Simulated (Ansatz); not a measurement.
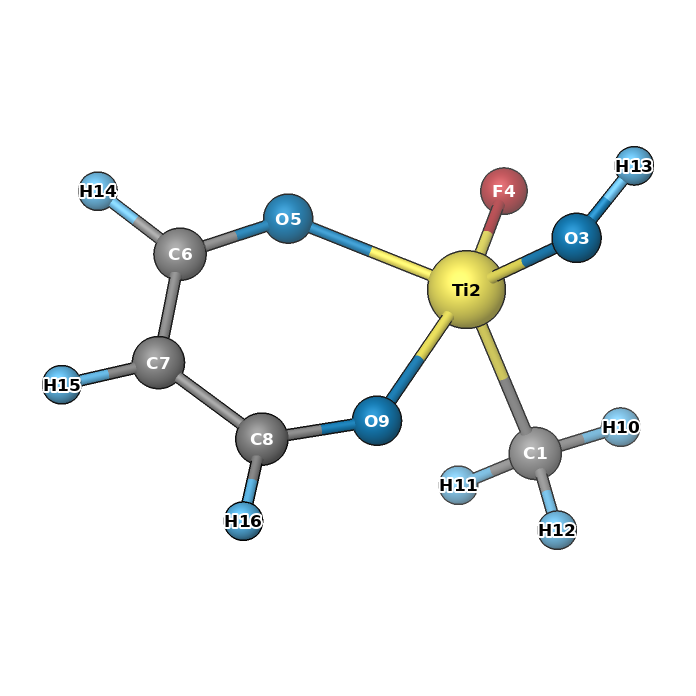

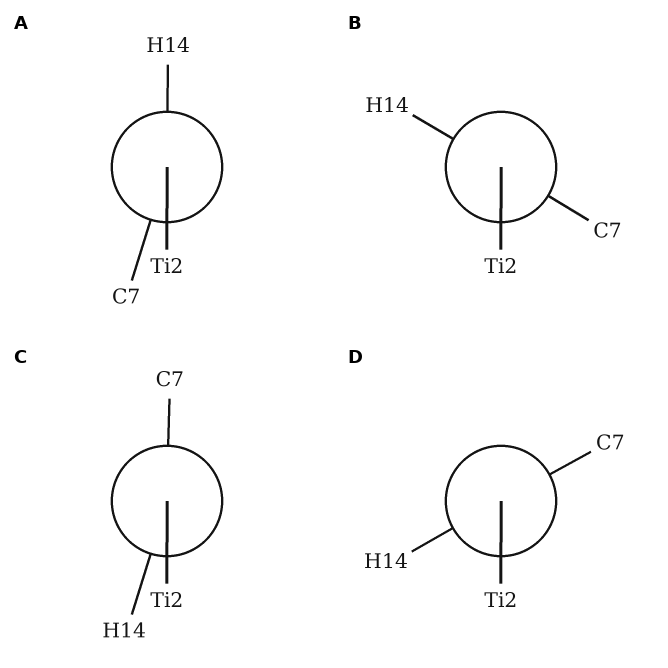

Atoms fade into the background with distance from the viewer. Bonds that would overlap in a projection are set slightly apart. Charge 0, singlet. The geometry was computed by an optimisation with PBE-D4/def2-SVP. No frequency run is at hand to confirm it as a minimum.

Which Newman projection shows the view along O5–C6, with O5 in front?

A. The torsion angle Ti2–O5–C6–C7 is 1°, synperiplanar (eclipsed).
